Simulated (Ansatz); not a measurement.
# One shape, several levels: BSiH3ClO (SMILES [SiH3]O[B]Cl)

Aim: a comparison of 6 runs (UB3LYP/6-31G*, UB2PLYP/cc-pVDZ, UBLYP/cc-pVDZ, UCAM-B3LYP/cc-pVDZ, RPA@PBE/cc-pVDZ, RPA@PBE0/cc-pVDZ) of BSiH3ClO. 

Program for the calculation: Ansatz 0.2.0.

128 further runs of the same task are left out: 128 set aside as unsound or not needed.

### Step 1. The molecule

The species is BSiH3ClO (7 atoms), meant as a doublet with charge 0. SMILES: `[SiH3]O[B]Cl`. The B3–Cl4 distance was set to 2.271 Å, away from the relaxed value.

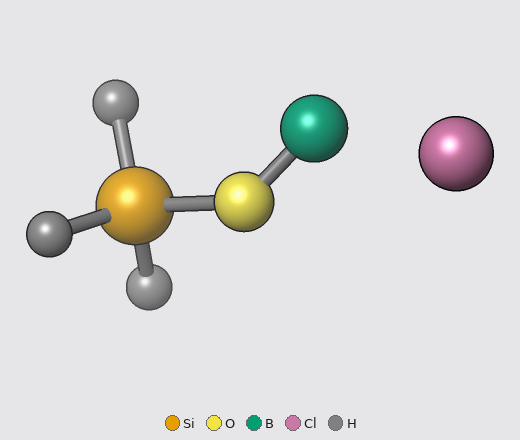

Viewed from a chosen angle; silicon amber, oxygen yellow, boron teal, chlorine pink, hydrogen grey.

### Step 2. A single-point energy at UB3LYP/6-31G(d) (spherical functions) (run 1)

Input file input.yaml:

```yaml
crystal:
  periodic: [false, false, false]
  atoms:
    - {symbol: Si, position_ang: [-0.677643, 1.253824, 0.561556]}
    - {symbol: O, position_ang: [-0.059743, -0.169976, -0.046844]}
    - {symbol: B, position_ang: [1.151557, -0.563676, -0.409844]}
    - {symbol: Cl, position_ang: [1.605000, -2.636800, -1.219100]}
    - {symbol: H, position_ang: [-1.305943, 0.935224, 1.862856]}
    - {symbol: H, position_ang: [0.410957, 2.245024, 0.727956]}
    - {symbol: H, position_ang: [-1.690943, 1.738824, -0.401644]}
basis:
  gaussian:
    orbitals: 6-31G_st_-spherical.json
magnetization:
  spin_polarized: true
  initial_magnetization: 1
hamiltonian:
  xc: {name: B3LYP}
accuracy: high
output: {orbitals: {seedname: orbitals}}
```

The basis set 6-31G* is read from a file made from the Basis Set Exchange's data (not shown).

Run with:

```
$ ansatz run input.yaml --threads 1 --pin off --max-ram 3480MiB --events-out events.jsonl --progress --plain --runs-dir runs
```

The log of the run:

```text
Warning: RAYON_NUM_THREADS=1 ignored (pool sized by the plan → 1); use --threads N
Functional definition: B3LYP
  name "B3LYP"
  parameter a0 = 0.2
  parameter ax = 0.72
  parameter ac = 0.81
  exchange = (1 - a0 - ax)*slater_x + ax*b88_x + a0*exact_x
  correlation = (1 - ac)*vwn_rpa_c + ac*lyp_c
1512 factors; integrals over basis functions are off by at most 7.4e-9 eV
mean field evaluation 1: about -23168.1668 eV, gradient 3.3e1 eV
mean field evaluation 2: about -23154.5120 eV, gradient 6.8e1 eV
mean field evaluation 4: about -23172.2405 eV, gradient 2.6e0 eV
mean field evaluation 8: about -23172.4080 eV, gradient 2.9e-1 eV
mean field evaluation 16: about -23172.4087 eV, gradient 4.9e-4 eV
mean field -23172.40870345 eV, -851.5703130291 hartree, gradient 8.8e-8 eV, S^2 0.756643; 0 other end points of the search recorded, 0 dependent functions left out
reference -23172.40874588 eV, -851.5703145885 hartree; 24, 23 occupied and 46, 47 virtual orbitals, 1512 factors
Total energy: -23172.40874588 eV, -851.5703145885 hartree
```

Wall time 11 s (1 thread of Arm Neoverse V2, shared host); peak memory 0.31 GiB.

### Step 3. A single-point energy at UB2PLYP/cc-pVDZ (run 2)

Input file run.yaml:

```yaml
crystal:
  periodic: [false, false, false]
  atoms:
    - symbol: Si
      position_ang: [-0.677643, 1.253824, 0.561556]
    - symbol: O
      position_ang: [-0.059743, -0.169976, -0.046844]
    - symbol: B
      position_ang: [1.151557, -0.563676, -0.409844]
    - symbol: Cl
      position_ang: [1.605000, -2.636800, -1.219100]
    - symbol: H
      position_ang: [-1.305943, 0.935224, 1.862856]
    - symbol: H
      position_ang: [0.410957, 2.245024, 0.727956]
    - symbol: H
      position_ang: [-1.690943, 1.738824, -0.401644]
basis:
  gaussian:
    orbitals: cc-pVDZ
hamiltonian:
  xc: {name: B2PLYP}
correlation:
  frozen_orbitals: {B: 1, Cl: 5, H: 0, O: 1, Si: 5}
accuracy: high
output: {orbitals: {seedname: orbitals}}
magnetization:
  spin_polarized: true
  initial_magnetization: 1
```

Run with:

```
$ ansatz run run.yaml --threads 1 --pin off --max-ram 3480MiB --events-out events.jsonl --progress --plain --runs-dir runs
```

The log of the run, shortened:

```text
Warning: RAYON_NUM_THREADS=1 ignored (pool sized by the plan → 1); use --threads N
Functional definition: B2PLYP
  name "B2PLYP"
[...]
1787 factors; integrals over basis functions are off by at most 4.0e-9 eV
[...]
mean field -23158.20126416 eV, -851.0481992651 hartree, gradient 5.7e-8 eV, S^2 0.766027; 0 other end points of the search recorded, 0 dependent functions left out
12 core orbitals not correlated: weight in the atoms' cores, before any rotation towards them, 1.000 or more for the frozen orbitals, at most 0.000 for the correlated occupied ones
reference -23158.20129149 eV, -851.0482002696 hartree; 12, 11 occupied and 55, 56 virtual orbitals, 1787 factors
second order -15.98569019 eV of doubles, -0.00000000 eV of singles
Total energy: -23162.51742784 eV, -851.2068153549 hartree
```

Wall time 12 s (1 thread of Arm Neoverse V2, shared host); peak memory 0.36 GiB.

Run 3 isn't shown in full; the table further down has it.

### Step 4. The energy at UCAM-B3LYP/cc-pVDZ (run 4)

Input file in.yaml:

```yaml
crystal:
  periodic: [false, false, false]
  atoms:
    - {symbol: Si, position_ang: [-0.677643, 1.253824, 0.561556]}
    - {symbol: O, position_ang: [-0.059743, -0.169976, -0.046844]}
    - {symbol: B, position_ang: [1.151557, -0.563676, -0.409844]}
    - {symbol: Cl, position_ang: [1.605000, -2.636800, -1.219100]}
    - {symbol: H, position_ang: [-1.305943, 0.935224, 1.862856]}
    - {symbol: H, position_ang: [0.410957, 2.245024, 0.727956]}
    - {symbol: H, position_ang: [-1.690943, 1.738824, -0.401644]}
basis:
  gaussian: {orbitals: cc-pVDZ}
total_charge: 0
magnetization: {spin_polarized: true, initial_magnetization: 1}
hamiltonian: {xc: {name: CAM-B3LYP}}
accuracy: high
output: {orbitals: {seedname: orbitals}}
```

Run with:

```
$ ansatz run in.yaml --threads 1 --pin off --max-ram 3480MiB --events-out events.jsonl --progress --plain --runs-dir runs
```

The log of the run:

```text
Warning: RAYON_NUM_THREADS=1 ignored (pool sized by the plan → 1); use --threads N
Functional definition: CAM-B3LYP
  name "CAM-B3LYP"
  parameter alpha = 0.19
  parameter beta = 0.46
  parameter omega = 0.33/bohr
[... 1 set-up line as earlier in the session ...]
  exchange = (1 - alpha - beta)*b88_x + beta*b88_x_sr(omega) + alpha*exact_x + beta*exact_x_lr(omega)
  correlation = (1 - ac)*vwn5_c + ac*lyp_c
1787 factors; integrals over basis functions are off by at most 4.0e-9 eV
411 factors; integrals over basis functions are off by at most 2.4e-9 eV
mean field evaluation 1: about -23168.1675 eV, gradient 3.0e1 eV
mean field evaluation 2: about -23164.5907 eV, gradient 4.5e1 eV
mean field evaluation 4: about -23171.6813 eV, gradient 1.5e0 eV
mean field evaluation 8: about -23171.7924 eV, gradient 2.2e-1 eV
mean field evaluation 16: about -23171.7936 eV, gradient 1.0e-3 eV
mean field -23171.79355568 eV, -851.5477067655 hartree, gradient 6.7e-8 eV, S^2 0.760143; 0 other end points of the search recorded, 0 dependent functions left out
reference -23171.79357640 eV, -851.5477075269 hartree; 24, 23 occupied and 55, 56 virtual orbitals, 1787 factors
Total energy: -23171.79357640 eV, -851.5477075269 hartree
```

Run time: 13 s. Hardware: 1 thread of Arm Neoverse V2, shared host; peak memory 0.42 GiB.

Run 5 isn't shown in full; the table further down has it.

### Step 5. A single-point energy at RPA@PBE0/cc-pVDZ (run 6)

Input file in.yaml:

```yaml
crystal:
  periodic: [false, false, false]
  atoms:
    - symbol: Si
      position_ang: [-0.677643, 1.253824, 0.561556]
    - symbol: O
      position_ang: [-0.059743, -0.169976, -0.046844]
    - symbol: B
      position_ang: [1.151557, -0.563676, -0.409844]
    - symbol: Cl
      position_ang: [1.605000, -2.636800, -1.219100]
    - symbol: H
      position_ang: [-1.305943, 0.935224, 1.862856]
    - symbol: H
      position_ang: [0.410957, 2.245024, 0.727956]
    - symbol: H
      position_ang: [-1.690943, 1.738824, -0.401644]
basis:
  gaussian: {orbitals: cc-pVDZ}
magnetization: {spin_polarized: true, initial_magnetization: 1}
hamiltonian: {xc: {name: PBE0}}
correlation: {method: rpa, frozen_orbitals: {B: 1, Cl: 5, H: 0, O: 1, Si: 5}}
accuracy: high
```

Run with:

```
$ ansatz run in.yaml --threads 1 --pin off --max-ram 3480MiB --events-out events.jsonl --progress --plain --runs-dir runs
```

The log of the run, shortened:

```text
Warning: RAYON_NUM_THREADS=1 ignored (pool sized by the plan → 1); use --threads N
Functional definition: PBE0
  name "PBE0"
[...]
1787 factors; integrals over basis functions are off by at most 4.0e-9 eV
[...]
mean field -23161.80454439 eV, -851.1806173714 hartree, gradient 3.8e-8 eV, S^2 0.758556; 0 other end points of the search recorded, 0 dependent functions left out
12 core orbitals not correlated: weight in the atoms' cores, before any rotation towards them, 1.000 or more for the frozen orbitals, at most 0.000 for the correlated occupied ones
reference -23122.42250748 eV, -849.7333542088 hartree; 12, 11 occupied and 55, 56 virtual orbitals, 1787 factors
Total energy: -23142.07090026 eV, -850.4554193255 hartree
```

Wall time 15 s (1 thread of Arm Neoverse V2, shared host); peak memory 0.37 GiB.

### Step 6. All runs side by side

```
run                                level  frozen core orbitals  energy (Eh)  HOMO energy (eV)  LUMO energy (eV)   ⟨S²⟩  wall time
  1  UB3LYP/6-31G* (spherical functions)                     –  -851.570315             -6.72             -3.35  0.757       11 s
  2                      UB2PLYP/cc-pVDZ                    12  -851.206815             -8.28             -1.74  0.766       12 s
  3                        UBLYP/cc-pVDZ                     –  -851.541924             -5.49             -3.97  0.754      7.8 s
  4                   UCAM-B3LYP/cc-pVDZ                     –  -851.547708             -8.32             -2.08  0.760       13 s
  5                      RPA@PBE/cc-pVDZ                    12  -850.519526                 –                 –  0.755       11 s
  6                     RPA@PBE0/cc-pVDZ                    12  -850.455419                 –                 –  0.759       15 s
```

### Step 7. Outcome

| quantity | value |
| --- | --- |
| run 6: total energy | -850.45542 Eh |
| run 6: RPA correlation energy (valence) | -722.1 mEh |
| run 6: ⟨S²⟩ of the reference determinant | 0.759 |

Totals of different functionals can't be ranked against each other. All runs together took 70 s, the longest 15 s.
